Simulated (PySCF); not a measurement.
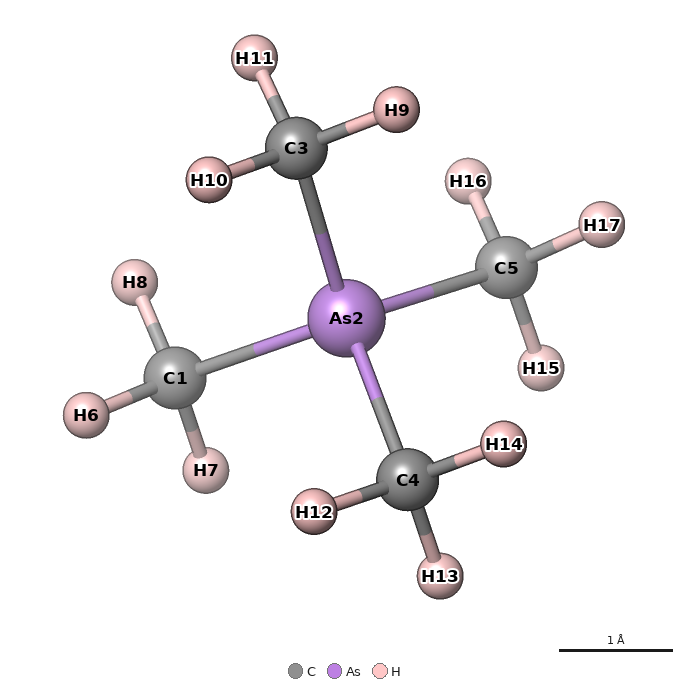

Orthographic view. Depth is shown by fading: the farther an atom, the more it takes the colour of the background. Charge +1, singlet. The geometry was computed by an optimisation with PBE0-D3(BJ)/def2-SVP. No frequency run is at hand to confirm it as a minimum.

Write a MOL file (V2000) with the atoms in numerical order, bonds sorted by atom number with the orders drawn, and coordinates in the frame of the picture: x right, y up, z towards the viewer, origin at the mean position.

```
C4H12As
                    3D

 17 16  0  0  0  0  0  0  0  0999 V2000
   -1.5300   -0.5300   -1.0100 C   0  0  0  0  0  0  0  0  0  0  0  0
    0.0000    0.0000   -0.0000 As  0  0  0  0  0  4  0  0  0  0  0  0
   -0.4500    1.5200    1.0700 C   0  0  0  0  0  0  0  0  0  0  0  0
    0.5500   -1.4400    1.1300 C   0  0  0  0  0  0  0  0  0  0  0  0
    1.4300    0.4500   -1.1900 C   0  0  0  0  0  0  0  0  0  0  0  0
   -2.3200   -0.8600   -0.3300 H   0  0  0  0  0  0  0  0  0  0  0  0
   -1.2500   -1.3600   -1.6900 H   0  0  0  0  0  0  0  0  0  0  0  0
   -1.8900    0.3200   -1.6100 H   0  0  0  0  0  0  0  0  0  0  0  0
    0.4500    1.8600    1.6100 H   0  0  0  0  0  0  0  0  0  0  0  0
   -1.2200    1.2400    1.7900 H   0  0  0  0  0  0  0  0  0  0  0  0
   -0.8200    2.3200    0.4200 H   0  0  0  0  0  0  0  0  0  0  0  0
   -0.2900   -1.7200    1.7900 H   0  0  0  0  0  0  0  0  0  0  0  0
    0.8400   -2.3000    0.5100 H   0  0  0  0  0  0  0  0  0  0  0  0
    1.4000   -1.1200    1.7400 H   0  0  0  0  0  0  0  0  0  0  0  0
    1.7400   -0.4400   -1.7400 H   0  0  0  0  0  0  0  0  0  0  0  0
    1.0900    1.2200   -1.8900 H   0  0  0  0  0  0  0  0  0  0  0  0
    2.2800    0.8400   -0.6100 H   0  0  0  0  0  0  0  0  0  0  0  0
  1  2  1  0
  1  6  1  0
  1  7  1  0
  1  8  1  0
  2  3  1  0
  2  4  1  0
  2  5  1  0
  3  9  1  0
  3 10  1  0
  3 11  1  0
  4 12  1  0
  4 13  1  0
  4 14  1  0
  5 15  1  0
  5 16  1  0
  5 17  1  0
M  CHG  1   2   1
M  END
```
